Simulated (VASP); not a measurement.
Band structure of Os (relaxed from the bcc structure, space group Im-3m). These are r2SCAN meta-GGA, VASP's PBE PAW potentials (set 64) (plane waves; VASP) values and carry that method's errors.

Unless said otherwise, spin-orbit coupling is left out, though it shifts the bands of the heavy elements here.

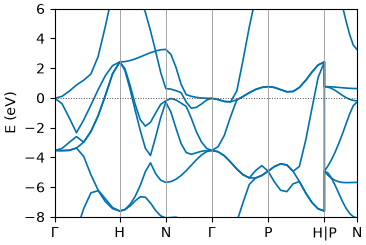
Figure. Bands along high-symmetry lines, zero at the valence-band maximum or, without a gap, the Fermi level

Read the plot: is there a gap, and where are the band edges?

It has no gap at this level: it comes out as a metal or semimetal.

The structure was generated: Os was put into the bcc type (Im-3m), which need not be its known phase. It was relaxed first.
